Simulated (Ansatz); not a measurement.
# AlGa (singlet): inputs that go wrong at distance Al1–Ga2 = 8.106 Å

4 inputs are run for AlGa (singlet) as typed; the log has to tell whether the result can be used and what must change.

Computed with Ansatz 0.2.0, Gaussian basis. Level: the settings change from run to run.

34 further runs of the same task are left out: 5 for a known fault of the program, 1 for a mislabelled method, 21 that didn't finish, 7 set aside as unsound or not needed.

### 1 What is computed

The geometry derives from a PBE0/def2-TZVP stationary point (not a proven minimum). One bond is set to the value named and the two fragments are kept rigid. No spin-orbit coupling is included. The filled d shell of Ga may be among the frozen orbitals whatever the setting's name suggests; the logs give the count.

2 atoms, charge 0, spin multiplicity 1.

Atoms are counted from 1 here; the program's logs count them from 0.

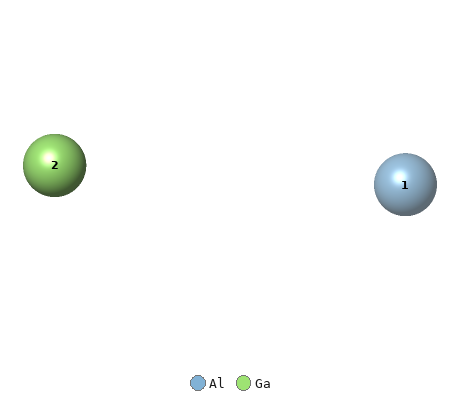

The geometry (aluminium light blue, gallium green); atoms are numbered from 1 in the order of the file.

Coordinates:

| atom | x (Å) | y (Å) | z (Å) |
| --- | --- | --- | --- |
| Al1 | 0.00000 | 0.00000 | 0.00000 |
| Ga2 | 0.00000 | 0.00000 | 8.10600 |

### 2 Input 1

Input file in.yaml:

```yaml
crystal:
  periodic: [false, false, false]
  atoms:
    - {symbol: Al, position_ang: [0.000000, 0.000000, 0.000000]}
    - {symbol: Ga, position_ang: [0.000000, 0.000000, 8.106000]}
basis:
  gaussian: {orbitals: cc-pVDZ}
correlation: {method: fic_mrcisd_q, electrons: outside_noble_gas, active_space: {window: {electrons: 2, orbitals: 2}, states: [{multiplicity: 1, weights: [1, 0.5, 1, 0.5]}]}}
```

The run is started by

```sh
> ansatz run in.yaml --threads 1 --pin off --events-out ev --progress --plain --max-ram 2393MiB
```

The log of the run:

```text
Functional definition: HF
  name "HF"
  cite "Fock, Z. Phys. 61, 126 (1930) doi:10.1007/BF01340294"
  parent pbe
  exchange = exact_x
  correlation = 0
796 factors; integrals over basis functions are off by at most 7.3e-8 eV
mean field evaluation 1: about -58910.1647 eV, gradient 7.1e0 eV
mean field evaluation 2: about -58910.1647 eV, gradient 7.1e0 eV
mean field evaluation 4: about -58911.3141 eV, gradient 3.7e0 eV
mean field evaluation 8: about -58911.4903 eV, gradient 8.9e-2 eV
mean field evaluation 16: about -58911.3226 eV, gradient 3.2e-2 eV
mean field evaluation 32: about -58911.4650 eV, gradient 1.1e0 eV
mean field evaluation 64: about -58911.4903 eV, gradient 4.6e-2 eV
mean field evaluation 96: about -58911.3226 eV, gradient 4.9e-4 eV
mean field -58911.49037112 eV, -2164.9573394962 hartree, gradient 5.9e-6 eV, S^2 0.000000; 10 other end points of the search recorded, 0 dependent functions left out; unrestricted orbitals would lower it
reference -58911.49037112 eV, -2164.9573394962 hartree; 22, 22 occupied and 23, 23 virtual orbitals, 796 factors
Error: 4 states are sought, and the space of determinants holds 3 states of this symmetry and spin
```

It took 1.3 s on 1 thread of Arm Neoverse V2, shared host.

**Diagnosis.** The run stopped with an error. It says: «4 states are sought, and the space of determinants holds 3 states of this symmetry and spin». Cure: ask for fewer states or enlarge the space.

### 3 Input 2

Input file in.yaml:

```yaml
crystal:
  periodic: [false, false, false]
  atoms:
    - {symbol: Al, position_ang: [0.000000, 0.000000, 0.000000]}
    - {symbol: Ga, position_ang: [0.000000, 0.000000, 8.106000]}
basis:
  gaussian: {orbitals: cc-pVDZ}
correlation: {active_space: {ras: {orbitals: [8, 0, 23], electrons: 13, max_holes: 2, max_particles: 2}, fixed_orbitals: true}}
accuracy: high
```

The command is unchanged.

The log of the run:

```text
Functional definition: HF
  name "HF"
  cite "Fock, Z. Phys. 61, 126 (1930) doi:10.1007/BF01340294"
  parent pbe
  exchange = exact_x
  correlation = 0
761 factors; integrals over basis functions are off by at most 4.4e-9 eV
mean field evaluation 1: about -58910.1626 eV, gradient 7.1e0 eV
mean field evaluation 2: about -58910.1645 eV, gradient 7.1e0 eV
mean field evaluation 4: about -58911.3164 eV, gradient 3.7e0 eV
mean field evaluation 8: about -58911.4903 eV, gradient 8.6e-2 eV
mean field evaluation 16: about -58911.4904 eV, gradient 1.9e-8 eV
mean field evaluation 32: about -58911.3230 eV, gradient 3.7e-1 eV
mean field evaluation 64: about -58911.4543 eV, gradient 2.0e-1 eV
mean field evaluation 96: about -58911.3226 eV, gradient 9.4e-9 eV
mean field -58911.49037113 eV, -2164.9573394968 hartree, gradient 1.9e-8 eV, S^2 0.000000; 10 other end points of the search recorded, 0 dependent functions left out
reference -58911.49037113 eV, -2164.9573394968 hartree; 22, 22 occupied and 23, 23 virtual orbitals, 761 factors
Error: 13 electrons in 31 orbitals form no window around the highest filled level of the reference
```

Wall time 1.4 s (1 thread of Arm Neoverse V2, shared host).

What is wrong: The run stopped with an error. The electron count of the restricted space is wrong. Fix: count the correlated electrons again.

### 4 Input 3

Input file in.yaml:

```yaml
crystal:
  periodic: [false, false, false]
  atoms:
    - {symbol: Al, position_ang: [0.000000, 0.000000, 0.000000]}
    - {symbol: Ga, position_ang: [0.000000, 0.000000, 8.106000]}
basis:
  gaussian: {orbitals: cc-pVDZ}
correlation: {active_space: {window: {electrons: 2, orbitals: 2}}}
scf: {lower_state_search: light}
magnetization: {spin_polarized: true, initial_magnetization: 0}
```

Same command.

The log of the run:

```text
Error: invalid value for `correlation.active_space`: it starts from restricted Hartree–Fock orbitals; set hamiltonian.xc: hf without magnetization.spin_polarized
```

Run time: 0.03 s. Hardware: 1 thread of Arm Neoverse V2, shared host.

What is wrong: The run was refused. An active space is asked on unrestricted orbitals. To mend it, drop spin_polarized: true.

### 5 Input 4

Input file in.yaml:

```yaml
crystal:
  periodic: [false, false, false]
  atoms:
    - {symbol: Al, position_ang: [0.000000, 0.000000, 0.000000]}
    - {symbol: Ga, position_ang: [0.000000, 0.000000, 8.106000]}
basis:
  gaussian: {orbitals: cc-pVDZ}
correlation: {active_space: {window: {electrons: 2, orbitals: 2}}}
magnetization: {spin_polarized: true, initial_magnetization: 0}
```

The command is unchanged.

The log of the run:

```text
Error: invalid value for `correlation.active_space`: it starts from restricted Hartree–Fock orbitals; set hamiltonian.xc: hf without magnetization.spin_polarized
```

Run time: 0.03 s. Hardware: 1 thread of Arm Neoverse V2, shared host.

Diagnosis: The run was refused. An active space is asked on unrestricted orbitals. Fix: drop spin_polarized: true.

### 6 Summary

| input | level | ended | cause | time |
| --- | --- | --- | --- | --- |
| 1 | MRCISD+Q(2,2)/cc-pVDZ | stopped by an error | 4 states are sought, and the space of determinants holds 3 states of this symmetry and spin | 1.3 s |
| 2 | CISD/cc-pVDZ | stopped by an error | the electron count of the restricted space is wrong | 1.4 s |
| 3 | CASSCF(2,2)/cc-pVDZ | refused | an active space is asked on unrestricted orbitals | 0.03 s |
| 4 | CASSCF(2,2)/cc-pVDZ | refused | an active space is asked on unrestricted orbitals | 0.03 s |

2 stopped by an error, 2 refused.
